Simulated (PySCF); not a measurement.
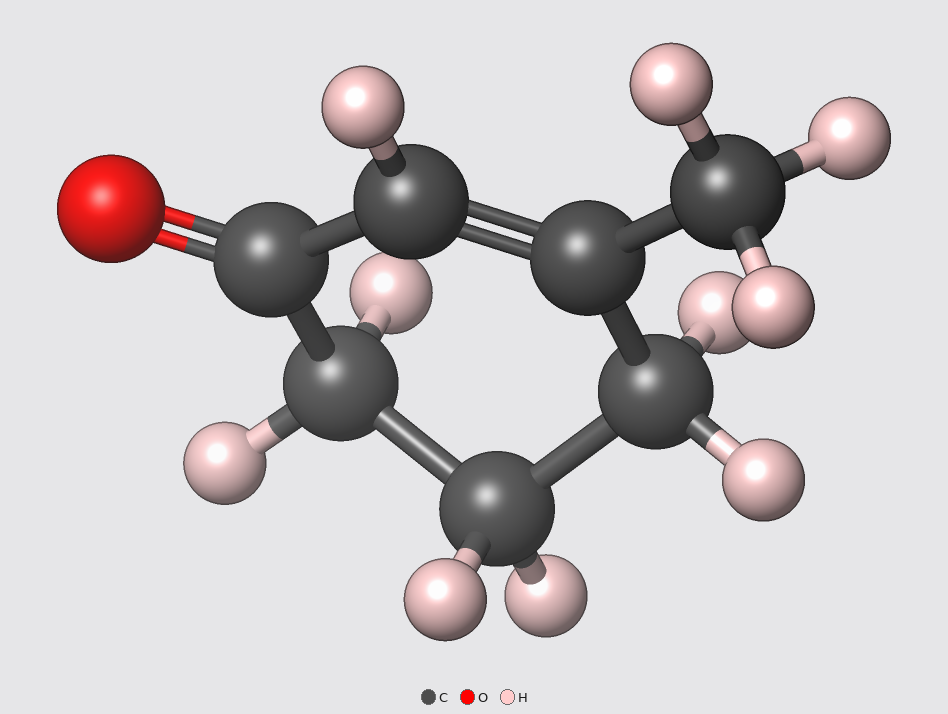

The picture shows a molecular structure as a ball-and-stick model.

The geometry was computed by an optimisation with GFN2-xTB. No frequency run is at hand to confirm it as a minimum.

**What is the molecular formula?**

C7H10O, 18 atoms: 7 carbon, 10 hydrogen and 1 oxygen.

**Name some functional groups or characteristic bonds that it holds.**

Among them: ketone, alkene.

**Which point group does it belong to?**

C1.

**Count the bonded pairs by element.**

10 C–H, 7 C–C, 1 C–O.

**Does it have rings?**

Independent rings (smallest set): 1 of 6 members.

The parts below concern this one geometry. Atoms keep their numbers from picture to picture.

Dipole moment

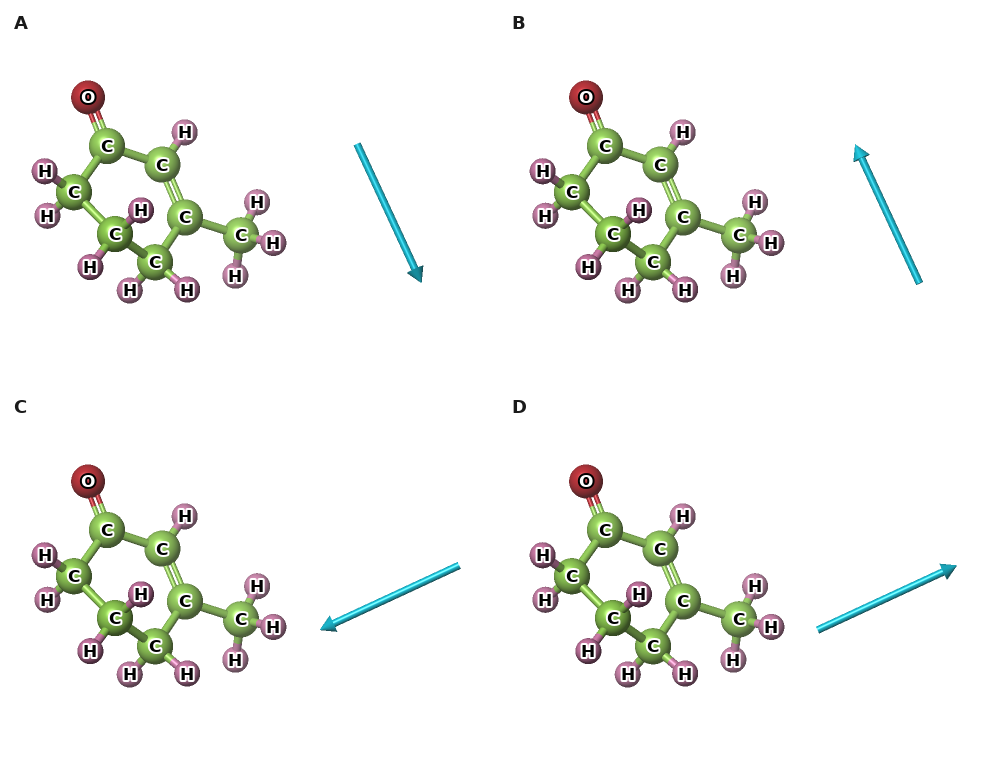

The same molecule four times, each with an arrow. No frequency run is at hand to confirm it as a minimum. Method: PBE0/pcSseg-1, gas phase (PySCF 2.14.0).

**Which arrow points along the dipole moment, from the negative to the positive end?**

A. The dipole moment is 4.38 D.

Electronic properties

No frequency run is at hand to confirm it as a minimum. Properties computed with PBE0/def2-SVPD, gas phase (PySCF 2.14.0). Excitations: vertical, linear response.

**Give the HOMO energy (Kohn–Sham orbital) at this level.**

−6.97 eV.

**What is the brightest of the 6 lowest singlets?**

5.80 eV.

**Estimate the mean static polarisability.**

84.8 bohr³.

**What is the lowest vertical singlet excitation?**

3.73 eV.

Ring current

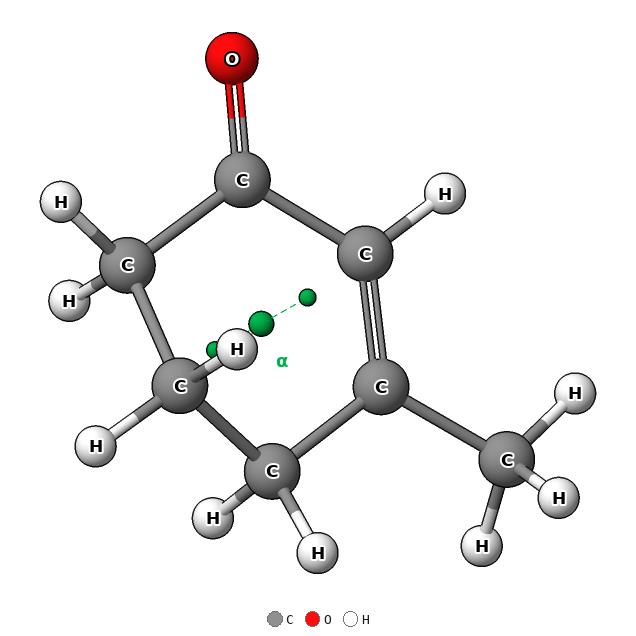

The small points mark where nucleus-independent chemical shifts (NICS) were computed: at the centre of each lettered ring and 1 Å above and below it. No frequency run is at hand to confirm it as a minimum. Method: GIAO PBE0/pcSseg-1 NMR shielding, non-relativistic, gas phase (PySCF 2.14.0).

Give NICS(0), NICS(1) and the out-of-plane component NICS(1)zz for each ring (means of the two sides).

| ring | members | NICS(0) | NICS(1) | NICS(1)zz |
| --- | --- | --- | --- | --- |
| α | C6 | 1.9 | −1.8 | 1.8 |

Values in ppm.

**What do the values say about the ring currents?**

Ring α: weak, as in a non-aromatic ring. NICS is one index among several.

NMR shielding

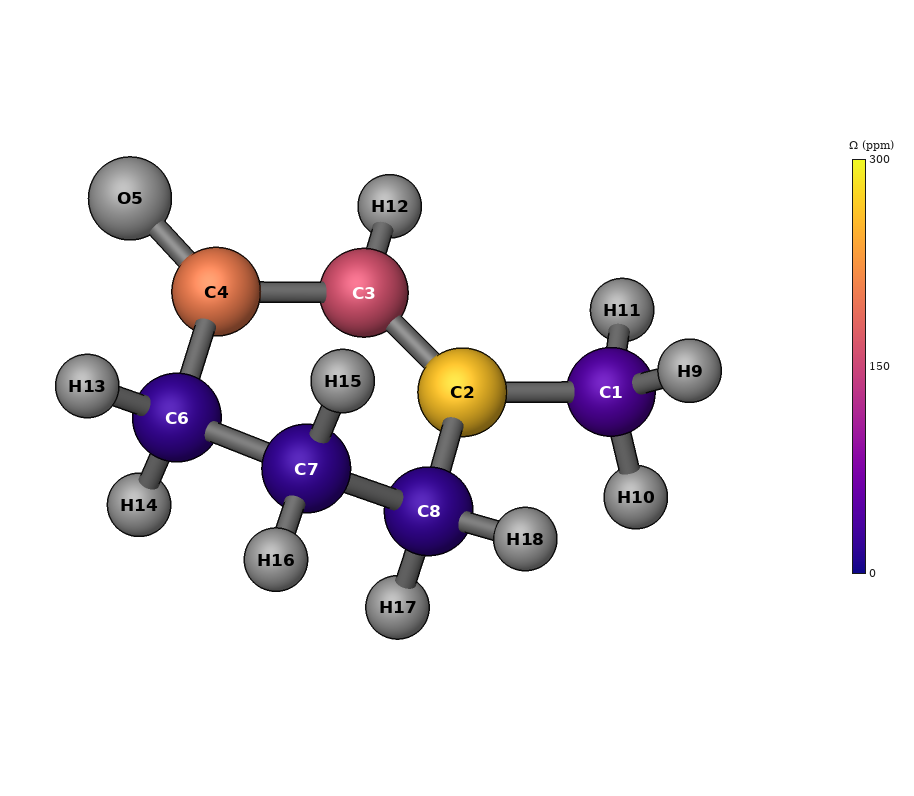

The C atoms are coloured by the span of their shielding tensor. No frequency run is at hand to confirm it as a minimum. Properties computed with GIAO PBE0/pcSseg-1 NMR shielding, non-relativistic, gas phase (PySCF 2.14.0). Principal shieldings σ11 ≤ σ22 ≤ σ33, span Ω = σ33 − σ11, skew κ = 3(σiso − σ22)/Ω.

**Which C atom has the most anisotropic shielding?**

C2, with a span of 262 ppm.

Give the shielding tensors of the C atoms.

| atom | σ11 | σ22 | σ33 | σiso | Ω | κ |
| --- | --- | --- | --- | --- | --- | --- |
| C1 | 142.3 | 149.4 | 185.6 | 159.1 | 43.3 | 0.68 |
| C2 | −103.2 | −1.2 | 158.8 | 18.1 | 262.0 | 0.22 |
| C3 | −36.5 | 70.1 | 126.3 | 53.3 | 162.8 | −0.31 |
| C4 | −98.3 | −48.5 | 105.8 | −13.7 | 204.1 | 0.51 |
| C6 | 137.3 | 139.3 | 160.2 | 145.6 | 22.9 | 0.83 |
| C7 | 147.7 | 160.1 | 169.1 | 159.0 | 21.4 | −0.16 |
| C8 | 140.1 | 154.7 | 161.5 | 152.1 | 21.4 | −0.36 |

Shieldings and span in ppm.
